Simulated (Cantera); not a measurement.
Input: 1 mol B, 13 mol H2O, 0.22 mol N2, equilibrated at 20000 Pa.

Cantera equilibrium calculation (NASA polynomials, part measured and part estimated; ideal gas, pure solids and liquids). Candidate condensed phases: B, BN, B2O3, B3O3H3, H2O; 39 gas species. Gases not in the tables: H3BO3. Equilibrium is a limit: real reactors are often held back by kinetics, nucleation or transport.

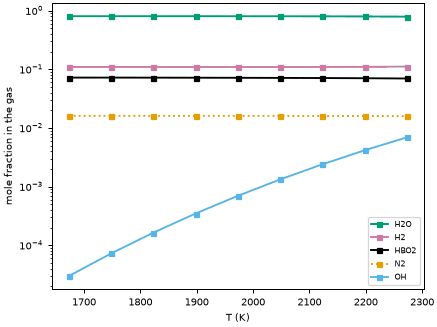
Figure: Equilibrium gas composition (values under 1e-9 drawn at 1e-9)

Task: Read off the mole fractions at 2048 K.

Result: H2O about 0.80, H2 about 0.11, HBO2 about 0.071, N2 about 0.016, OH about 0.0013.
